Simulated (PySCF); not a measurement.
# GaNH3 (SMILES [NH2][GaH]), step by step

Aim: a series of 19 runs (UPBE0-D4/def2-TZVP, UMP2/def2-TZVPP, URI-MP2/def2-QZVPP, UPBE-D4/def2-TZVPP, U-r2SCAN-D4/def2-TZVPP, UB3LYP-D4/def2-TZVPP, UPBE0-D4/def2-TZVPP, U-wB97M-V/def2-TZVPP, and more) of GaH3N. Input form: a Python script.

Program for the calculation: PySCF 2.14.0.

1 further run of the same task is left out (for a faulty analytic Hessian).

## Step 1: The system as given

The species is GaNH3 (5 atoms), meant as a doublet with charge 0. As SMILES, `[NH2][GaH]`. All atoms were displaced at random from a relaxed shape. The run starts from this shape.

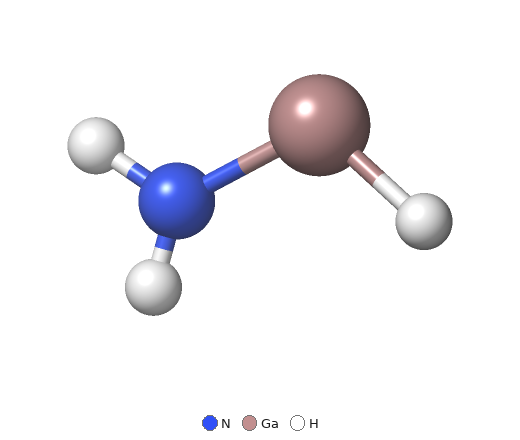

Viewed from a chosen angle; nitrogen blue, gallium pink, hydrogen white.

## Step 2: A geometry optimisation at UPBE0-D4/def2-TZVP (density fitting with def2-universal-jkfit) (run 1)

Input file geometry.xyz:

```xyz
5
GaH3N
N     -0.233661    -0.639955     0.033376
Ga     0.802752     0.768356     0.455018
H     -0.932047    -0.734960    -0.591336
H     -0.104911    -1.615493     0.518549
H      0.500404     2.085596    -0.402692
```

Input file input.py:

```python
# [NH2][GaH]
from pyscf import gto, dft
from pyscf.geomopt.geometric_solver import kernel as optimise

mol = gto.Mole()
mol.atom = 'geometry.xyz'
mol.basis = 'def2-tzvp'
mol.verbose = 3
mol.charge = 0
mol.max_memory = 1860
mol.spin = 1
mol.build()

calc0 = dft.UKS(mol)
calc0.xc = 'pbe0'
calc0 = calc0.density_fit(auxbasis='def2-universal-jkfit')
calc0.grids.level = 4
calc0.conv_tol = 1e-09
calc0.disp = 'd4'
calc0.max_cycle = 100
converged, mol_eq = optimise(calc0, maxsteps=100)
print('converged:', converged)
print(mol_eq.tostring())

calc0.reset(mol_eq)
mol = mol_eq
calc0.kernel()
etot = calc0.e_tot
print(f'total energy: {etot:.8f} hartree')
```

Launch:

```console
OMP_NUM_THREADS=1 python input.py
```

Output:

```text
maxiter                   100
[... 43 lines left out ...]
WARN: Mole.unit (angstrom) is changed to Bohr
[... 22 lines left out ...]
converged SCF energy = -1981.08595292822  <S^2> = 0.75369451  2S+1 = 2.0036911
[... 62 lines left out ...]
converged SCF energy = -1981.08636021997  <S^2> = 0.75354111  2S+1 = 2.003538
[... 53 lines left out ...]
Converged! =D
[... 1 line left out ...]
converged: True
N          -0.21280689       -0.69792047        0.06828206
Ga          0.80684025        0.77020431        0.43824672
H          -0.94719629       -0.71197852       -0.62200641
H          -0.11072872       -1.58797616        0.52523808
H           0.49398289        2.09323582       -0.39410386

WARN: HOMO -0.153053869475791 >= LUMO -0.153053869475801

converged SCF energy = -1981.08636196922  <S^2> = 0.7535533  2S+1 = 2.0035501
total energy: -1981.08636197 hartree
```

It took 2.1 min on 1 thread of Arm Neoverse V1, shared host; peak memory 0.93 GiB.

Step by step:

| step | energy from the first frame kept (eV) | largest force (eV/Å) |
| --- | --- | --- |
| 0 | 0.0000 | 5.8203 |
| 1 | -0.2951 | 0.2689 |
| 2 | -0.3035 | 0.1992 |
| 3 | -0.3060 | 0.0570 |
| 4 | -0.3062 | 0.0179 |
| 5 | -0.3062 | 0.0097 |
| 6 | -0.3062 | 0.0023 |

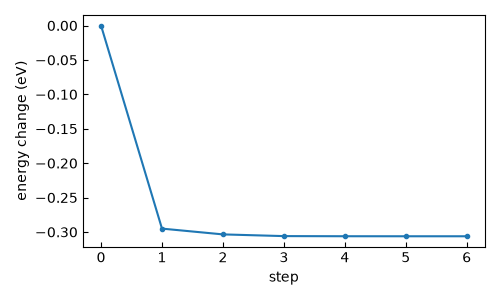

Energy along the run.

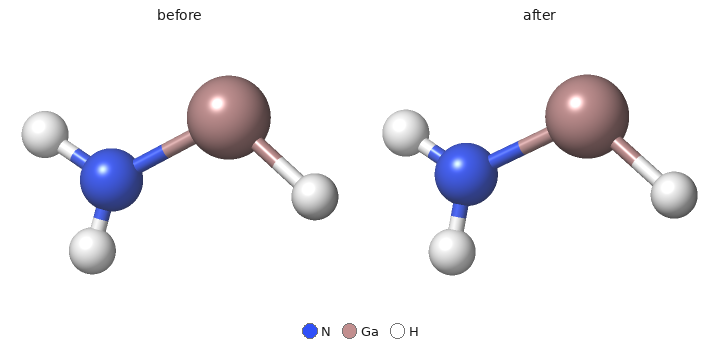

Before and after, at one scale.

After the run. Bond lengths: N1–Ga2 1.825 Å, N1–H3 1.008 Å, N1–H4 1.006 Å, Ga2–H5 1.594 Å. Angles: N1–Ga2–H5 116.9°, Ga2–N1–H3 123.8°, Ga2–N1–H4 124.3°, H3–N1–H4 111.9°.

## Step 3: A single-point energy at UMP2/def2-TZVPP (run 3)

Input file job.py:

```python
from pyscf import gto, mp

molecule = gto.M(
    atom='''
N     -0.212807    -0.697920     0.068282
Ga     0.806840     0.770204     0.438247
H     -0.947196    -0.711979    -0.622006
H     -0.110729    -1.587976     0.525238
H      0.493983     2.093236    -0.394104
''',
    basis='def2-tzvpp',
    max_memory=1860,
    spin=1,
    verbose=3,
)

hf = molecule.UHF()
hf.conv_tol = 1e-10
hf.kernel()
if not hf.converged:
    hf = hf.newton().run(hf.mo_coeff, hf.mo_occ)

pt = mp.MP2(hf, frozen=10).run()
etot = pt.e_tot
print('E = %.10f Eh' % etot)
```

Launch:

```console
OMP_NUM_THREADS=1 python job.py
```

Output:

```text
converged SCF energy = -1979.45312176253  <S^2> = 0.75696436  2S+1 = 2.0069523
E(UMP2) = -1979.8819818436  E_corr = -0.428860081067435
E(SCS-UMP2) = -1979.8665604691  E_corr = -0.413438706563824
E = -1979.8819818436 Eh
```

Run time: 9.3 s. Hardware: 1 thread of Arm Neoverse V1, shared host; peak memory 0.41 GiB.

Runs 4 to 14 aren't shown in full; the table further down has their settings and results.

## Step 4: The singlet cation: a single-point energy at CCSD(T)/def2-TZVPP (run 15)

Input file calc.py:

```python
from pyscf import gto, scf, cc

system = gto.M(
    atom='''
N   -0.212807  -0.697920   0.068282
Ga   0.806840   0.770204   0.438247
H   -0.947196  -0.711979  -0.622006
H   -0.110729  -1.587976   0.525238
H    0.493983   2.093236  -0.394104
''',
    charge=1,
    verbose=3,
    basis='def2-tzvpp',
    max_memory=1860,
)

mf = scf.RHF(system)
mf.conv_tol = 1e-10
mf.kernel()
if not mf.converged:
    mf = mf.newton().run(mf.mo_coeff, mf.mo_occ)

mycc = cc.CCSD(mf, frozen=10)
mycc.kernel()
e_t = mycc.ccsd_t()
energy = mycc.e_tot + e_t
print('Final energy', energy)
```

Launch:

```console
OMP_NUM_THREADS=1 python calc.py
```

Output:

```text
converged SCF energy = -1979.17183712151
E(CCSD) = -1979.601191963916  E_corr = -0.4293548424028829
CCSD(T) correction = -0.0175157138035613
Final energy -1979.6187076777194
```

It took 96 s on 1 thread of Arm Neoverse V1, shared host; peak memory 1.6 GiB.

Runs 16 to 19 aren't shown in full; the table further down has their settings and results.

## Step 5: The singlet cation: a single-point energy at B3LYP/6-31G(d) (spherical functions) (run 20)

Input file input.py:

```python
from pyscf import gto, dft

molecule = gto.Mole()
molecule.atom = '''
N     -0.402147    -1.318878     0.129034
Ga     1.524707     1.455475     0.828167
H     -1.789941    -1.345445    -1.175421
H     -0.209247    -3.000840     0.992556
H      0.933493     3.955643    -0.744749
'''
molecule.unit = 'bohr'
molecule.verbose = 3
molecule.basis = '6-31g*'
molecule.max_memory = 1860
molecule.charge = 1
molecule.build()

mf = dft.RKS(molecule, xc='b3lyp')
mf.grids.level = 5
mf.conv_tol = 1e-10
mf.kernel()
if not mf.converged:
    mf = mf.newton().run(mf.mo_coeff, mf.mo_occ)

e_final = mf.e_tot
print('E(%s) = %.9f' % ('B3LYP', e_final))
```

Launch:

```console
OMP_NUM_THREADS=1 python input.py
```

Output:

```text
converged SCF energy = -1980.84918794929
E(B3LYP) = -1980.849187949
```

Run time: 6.9 s. Hardware: 1 thread of Arm Neoverse V1, shared host; peak memory 0.29 GiB.

## Step 6: The series

| run | level | task | integral approximation | partner | energy (Eh) | dipole moment (D) of the reference | HOMO energy (eV) | LUMO energy (eV) | wall time |
| --- | --- | --- | --- | --- | --- | --- | --- | --- | --- |
| 1 | UPBE0-D4/def2-TZVP (density fitting with def2-universal-jkfit) | optimise | def2-universal-jkfit | base | -1981.086362 | 1.00 | -5.62 | -2.28 | 2.1 min |
| 3 | UMP2/def2-TZVPP | energy | none | base | -1979.881982 | 0.81 | -8.25 | 1.24 | 9.3 s |
| 4 | URI-MP2/def2-QZVPP (density fitting with def2-universal-jkfit) | energy | def2-universal-jkfit | base | -1980.186321 | 0.72 | -8.27 | 0.99 | 15 s |
| 5 | UPBE-D4/def2-TZVPP | energy | none | base | -1981.046470 | 1.11 | -4.58 | -3.22 | 33 s |
| 6 | U-r2SCAN-D4/def2-TZVPP | energy | none | base | -1981.365310 | 1.08 | -4.95 | -2.80 | 80 s |
| 7 | UB3LYP-D4/def2-TZVPP | energy | none | base | -1981.465301 | 0.97 | -5.39 | -2.75 | 34 s |
| 8 | UPBE0-D4/def2-TZVPP | energy | none | base | -1981.088444 | 0.98 | -5.62 | -2.28 | 36 s |
| 9 | U-wB97M-V/def2-TZVPP (density fitting with def2-universal-jkfit) | energy | def2-universal-jkfit | base | -1981.272804 | 0.92 | -7.60 | -0.60 | 79 s |
| 10 | UB2PLYP/def2-TZVPP | energy | none | base | -1980.995945 | 0.87 | -6.52 | -1.16 | 39 s |
| 11 | USVWN5/def2-TZVPP | energy | none | base | -1977.919878 | 1.12 | -4.60 | -3.54 | 23 s |
| 12 | UM06-2X/def2-TZVPP | energy | none | base | -1981.374966 | 0.86 | -6.52 | -2.95 | 84 s |
| 13 | UB3LYP/6-31G* (spherical functions) | energy | none | base | -1981.144499 | 1.26 | -5.33 | -2.68 | 12 s |
| 14 | UHF/STO-3G | energy | none | base | -1956.324466 | 0.82 | -6.33 | 4.87 | 0.95 s |
| 15 | CCSD(T)/def2-TZVPP | energy | none | cation | -1979.618708 | – | -16.59 | -7.05 | 96 s |
| 16 | MP2/def2-TZVPP | energy | none | cation | -1979.593082 | – | -16.59 | -7.05 | 4.8 s |
| 17 | PBE-D4/def2-TZVPP | energy | none | cation | -1980.756183 | – | -12.23 | -11.13 | 18 s |
| 18 | B3LYP-D4/def2-TZVPP | energy | none | cation | -1981.169382 | – | -13.28 | -10.62 | 19 s |
| 19 | PBE0-D4/def2-TZVPP | energy | none | cation | -1980.794759 | – | -13.47 | -10.22 | 19 s |
| 20 | B3LYP/6-31G* (spherical functions) | energy | none | cation | -1980.849188 | – | -13.20 | -10.70 | 6.9 s |

## Step 7: Results

| quantity | value |
| --- | --- |
| singlet cation, run 20: total energy | -1980.84919 Eh |
| singlet cation, run 20: HOMO energy | -13.20 eV |
| singlet cation, run 20: LUMO energy | -10.70 eV |
| singlet cation, run 20: HOMO–LUMO gap | 2.50 eV |
| vertical ionisation energy (to the singlet cation), UMP2/def2-TZVPP | 7.861 eV |
| vertical ionisation energy (to the singlet cation), UPBE-D4/def2-TZVPP | 7.899 eV |
| vertical ionisation energy (to the singlet cation), UB3LYP-D4/def2-TZVPP | 8.052 eV |
| vertical ionisation energy (to the singlet cation), UPBE0-D4/def2-TZVPP | 7.992 eV |
| vertical ionisation energy (to the singlet cation), UB3LYP/6-31G* | 8.036 eV |

In words: At UMP2/def2-TZVPP: removing an electron at fixed nuclei costs 7.86 eV (759 kJ/mol). Only the singlet of the ionised species was computed; a triplet could lie lower. At UPBE-D4/def2-TZVPP: removing an electron at fixed nuclei costs 7.90 eV (762 kJ/mol). At UB3LYP-D4/def2-TZVPP: the vertical ionisation energy comes to 8.05 eV (186 kcal/mol). At UPBE0-D4/def2-TZVPP: the vertical ionisation energy comes to 7.99 eV (184 kcal/mol). At UB3LYP/6-31G*: the vertical ionisation energy comes to 8.04 eV (185 kcal/mol). Over runs 17, 18, 19, 20 the HOMO–LUMO gap runs from 1.09 eV (PBE-D4/def2-TZVPP) to 3.25 eV (PBE0-D4/def2-TZVPP). Totals of different functionals can't be ranked against each other. In run 14 the basis is minimal, so the values are rough. Spin contamination of the reference: run 14 ⟨S²⟩ = 0.96. All runs together took 12 min, the longest 2.1 min.
